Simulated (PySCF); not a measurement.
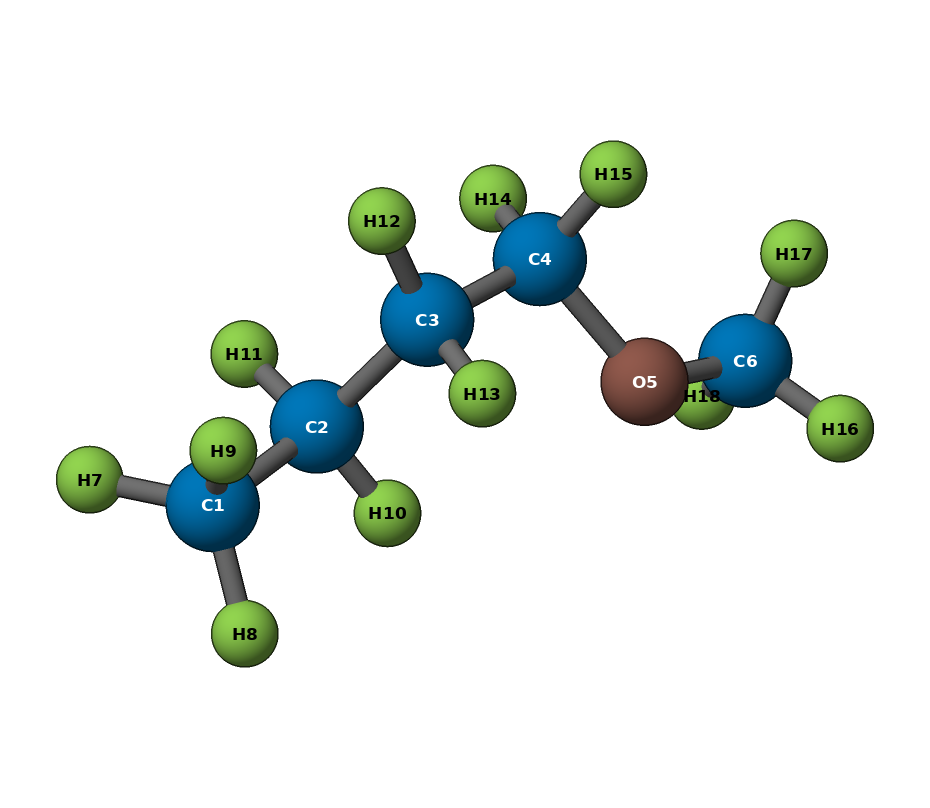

Geometry: a frame of a GFN2-xTB molecular-dynamics simulation, not a minimum. Method: GIAO PBE0/pcSseg-1 NMR shielding, non-relativistic, gas phase (PySCF 2.14.0). Principal shieldings σ11 ≤ σ22 ≤ σ33, span Ω = σ33 − σ11, skew κ = 3(σiso − σ22)/Ω.

Give the shielding tensors of the O atoms.

```tsv
atom	σ11	σ22	σ33	σiso	Ω	κ
O5	235.8	285.5	364.9	295.4	129.1	0.23
```

Shieldings and span in ppm.
